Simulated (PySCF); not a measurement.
# C$_{3}$H$_{12}$N$_{2}$Si$_{3}$: what the fields show

```yaml
atoms:
  - { symbol: N, position_ang: [-1.5188, -3.2697, -0.7777] }
  - { symbol: C, position_ang: [-1.0683, -2.7882, 0.1595] }
  - { symbol: C, position_ang: [-0.4843, -2.1428, 1.2846] }
  - { symbol: Si, position_ang: [0.1135, -0.3673, 0.7888] }
  - { symbol: C, position_ang: [1.3007, -0.6132, -0.6852] }
  - { symbol: Si, position_ang: [2.0505, 0.9710, -1.4112] }
  - { symbol: Si, position_ang: [-1.7180, 0.9621, 0.3247] }
  - { symbol: N, position_ang: [-1.1345, 2.5765, 0.4885] }
  - { symbol: H, position_ang: [0.3544, -2.7442, 1.6363] }
  - { symbol: H, position_ang: [-1.2216, -2.0863, 2.0852] }
  - { symbol: H, position_ang: [0.9427, 0.0210, 1.9508] }
  - { symbol: H, position_ang: [0.7608, -1.1364, -1.4768] }
  - { symbol: H, position_ang: [2.1122, -1.2807, -0.3895] }
  - { symbol: H, position_ang: [3.0463, 0.6438, -2.4339] }
  - { symbol: H, position_ang: [2.6871, 1.7497, -0.3450] }
  - { symbol: H, position_ang: [0.9866, 1.7830, -2.0125] }
  - { symbol: H, position_ang: [-2.7996, 0.8913, 1.3164] }
  - { symbol: H, position_ang: [-2.3406, 0.6582, -0.9783] }
  - { symbol: H, position_ang: [-0.2817, 2.8447, 0.0247] }
  - { symbol: H, position_ang: [-1.7925, 3.3380, 0.4477] }
```

Geometry: GFN2-xTB.

These are results of PBE0/pcSseg-1, SCF density, gas phase, non-relativistic (PySCF), not measurements.

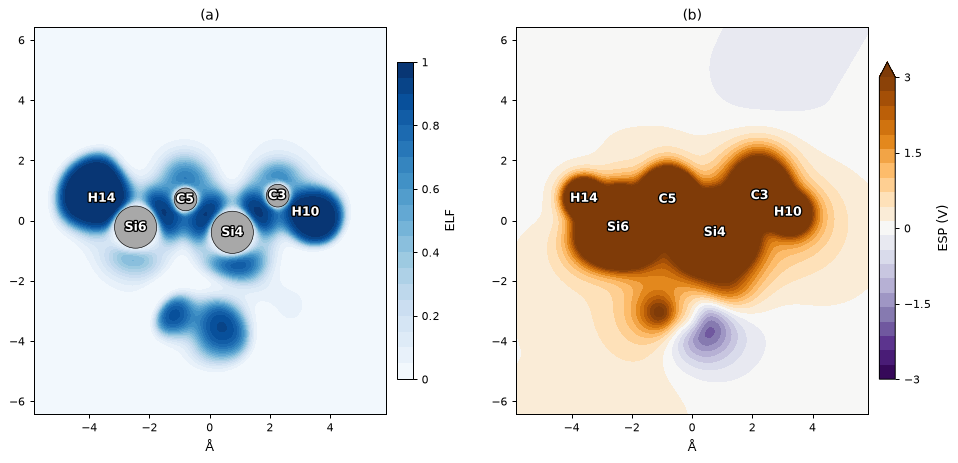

Figure 1. (a) ELF; (b) electrostatic potential on the plane of atoms C5, Si6 and H14. Grey discs cover the atomic cores in the ELF map.

Interpret the plot.

The plane passes through C, Si and H nuclei.
C–Si (1.90 Å): the ELF peaks at about 0.95 between the atoms (a shared electron pair).
C–Si (1.94 Å): the ELF peaks at about 0.95 between the atoms; a covalent bond.
The ELF also peaks beside N8, away from the bonds: lone-pair regions.
Outside the dense part of the molecule the potential is most negative (−1.9 V) near N8, which lies off the plane.

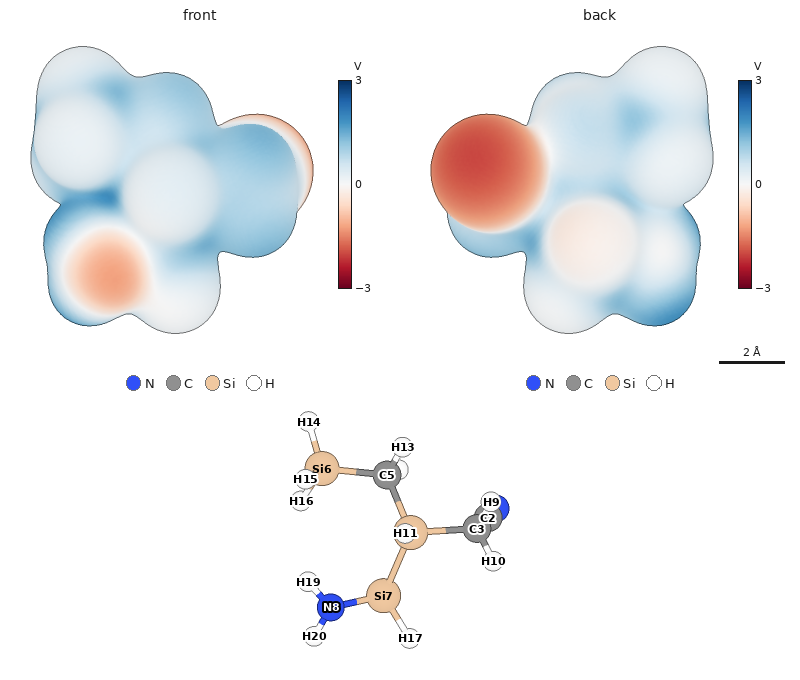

Figure 2. The molecular electrostatic potential painted on the density surface at 0.002 e/bohr³, seen from the front and from behind; the colour scale runs from red (negative) to blue (positive). The bare structure is drawn below in the same view.

Which sites attract a positive test charge, and which a negative one?

A positive charge is drawn to the negative regions and a negative charge to the positive ones. The most negative region (about −2.0 V) lies over N1, the most positive (about +1.7 V) over Si4, Si6, H19 and H20. N1 is the likeliest acceptor of a hydrogen bond.

What dipole moment does the calculation give?

Its dipole moment is 3.68 D.
